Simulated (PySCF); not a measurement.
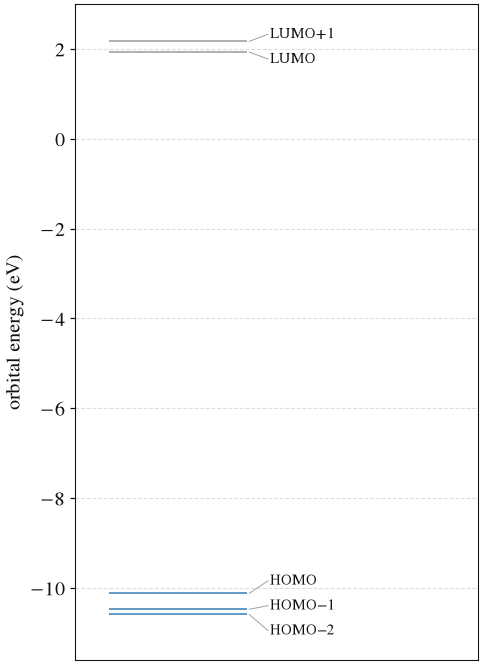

Kohn-Sham orbital energies near the frontier, ωB97X-D/def2-SVPD in PySCF 2.14.0, at a GFN2-xTB geometry (no frequency check), isolated molecule; empty levels in grey, levels within 0.03 eV side by side.

**Which molecule has this level scheme?**
A. Al₂H₂Br₂Cl₂, SMILES [Br][Al-]1([Br])[Cl+][AlH2-][Cl+]1, singlet
B. C₂H₄B₂ClP, SMILES BPB(Cl)C#C
C. C₄H₁₀ClFSi, SMILES C[Si@H](CF)CCCl
D. C₂H₈N₃PSi, SMILES C=N[Si](N)(P)N=C

C. HOMO −10.12 eV, LUMO 1.93 eV, separation 12.05 eV.

Known limits of this run: the tight-binding geometry is rougher than a DFT one and adds to the error; one conformer of a flexible molecule; empty levels above zero depend strongly on the basis.
